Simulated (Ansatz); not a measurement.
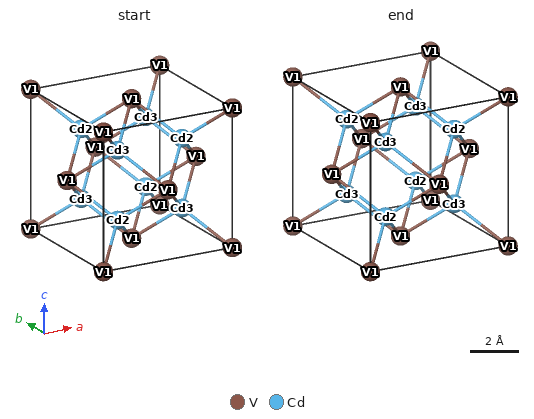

The structure of crystalline VCd2 (built on the fluorite_225 type) (coarse preliminary run) before (left) and after (right) a relaxation, at one scale.

Style: ball-and-stick. Shown: the conventional cell (4 times the calculation's cell), from a free direction. Lengths and directions refer to the drawn axes.

Case: fluorite type (Fm-3m, No. 225).

Theory: DFT PBE, scalar-relativistic, plane waves, PAW in Ansatz 0.2.0. Settings: plane-wave cutoff 420 eV; k-point mesh 6 × 6 × 6; occupations gaussian; smearing width 0.1 eV; collinear spin; cell and atoms relaxed; force threshold 0.04 eV/Å; at most 70 steps.

Describe what moved and what it gained.

After 3 accepted moves (4 points after the start) the energy has fallen by 0.475 eV per cell of the calculation. All forces vanish by symmetry, so only the cell relaxes. The pressure goes from 13.80 to 0.20 GPa. At 1 point the geometry stayed and the basis and grid were re-selected for the new cell (energy shift of 5.9 meV per cell of the calculation at most each time). No atom moves by more than 0.005 Å relative to the cell. The volume changes by +21.8 %, with a = b = c 6.192 → 6.612 Å (+6.8 %). Some distances before and after: V1–Cd2 2.681 → 2.863 Å. The space group stays Fm-3m (No. 225). The run took 21 s on 1 thread of Arm Neoverse V1, on a shared host, peak memory 0.37 GiB.
